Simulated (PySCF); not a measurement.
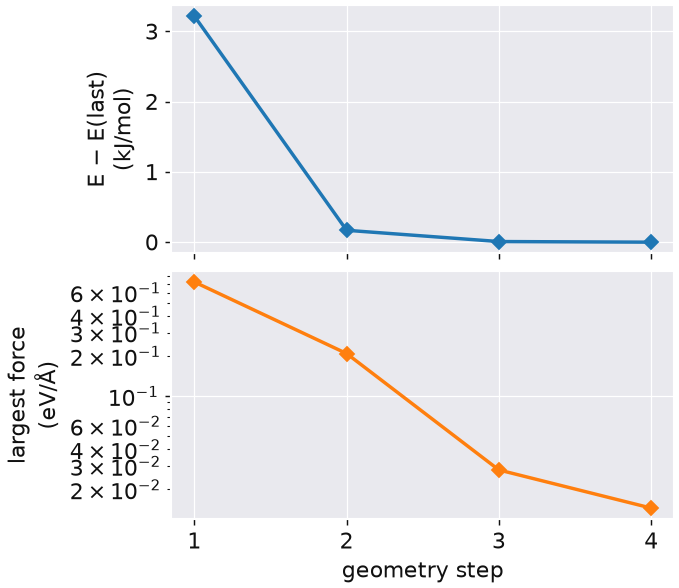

History of a geometry optimisation.

Ethylamine (SMILES CCN); PBE0-D3(BJ)/def2-SVP, geometry optimisation in PySCF 2.14.0, density fitting.

How did the optimisation end?

Answer. The optimisation met its thresholds at geometry 4, counting the start as the first. The energy fell by about 3.2 kJ/mol from the first step to the last. The largest force goes from about 0.72 eV/Å at the start to 0.015 eV/Å at the end.
